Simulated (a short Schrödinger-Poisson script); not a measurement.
System: MOS inversion layer, HfO2 on p-type Si(100), at 400 K.

| layer | material | thickness (nm) | Na (cm⁻³) |
|---|---|---|---|
| 1 | HfO2 | 5.6 | - |
| 2 | Si | 300 | 2.1e18 |

Constants are typed, rounded textbook-type inputs, not results; the design itself was drawn at random and stands for no fabricated device. HfO2: permittivity 22, conduction-band edge (eV) 1.55, gap (eV) 5.7, electron mass (mₑ) 0.2. Si: permittivity 11.7, conduction-band edge (eV) 0, gap (eV) 1.124, Nv at 300 K (cm⁻³) 3.1e19.

Channel valleys (confinement mass, in-plane density-of-states mass, number): Δ2 0.916, 0.19, 2; Δ4 0.19, 0.417, 4. At the gate the conduction-band edge of layer 1 lies 1.51 eV − eVg above the Fermi level of the channel; the field vanishes at the back. Gaps are held at their typed values at every temperature. Mesh 0.03 nm at interfaces.

From a short Schrödinger-Poisson script (our own, NumPy): 1D Poisson equation in equilibrium, electrons quantum, Hartree (BenDaniel-Duke, 12 states a valley, the channel's in-plane mass for all, wave functions ending at the dielectric), parabolic valleys, classical holes, full ionisation, no traps, pinning or gate leakage.

Only gate voltages with over 1e8 electrons/cm² are shown.

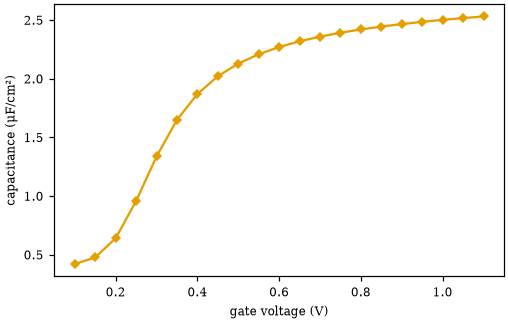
Quasi-static capacitance against gate voltage

```tsv
Vg (V)	electrons (cm⁻²)	C (μF/cm²)	Δ2 E0 (meV)	Δ2 E1 (meV)	Δ4 E0 (meV)	Δ4 E1 (meV)
0.1	9.31e9	0.421	230.0	332.2	324.2	488.1
0.2	9.19e10	0.641	150.0	256.0	247.8	418.2
0.3	5.33e11	1.34	87.6	197.7	189.5	364.9
0.4	1.47e12	1.87	49.7	164.4	156.4	335.4
0.5	2.68e12	2.13	25.4	144.7	137.0	318.8
0.6	4.03e12	2.27	7.3	131.3	123.9	308.0
0.7	5.46e12	2.36	-7.5	121.2	114.1	300.2
0.8	6.94e12	2.42	-20.3	113.0	106.2	294.2
0.9	8.45e12	2.47	-31.8	106.1	99.5	289.3
1	1.00e13	2.50	-42.5	100.0	93.7	285.2
1.1	1.16e13	2.53	-52.5	94.5	88.4	281.6
```

Subbands count from the Fermi level.
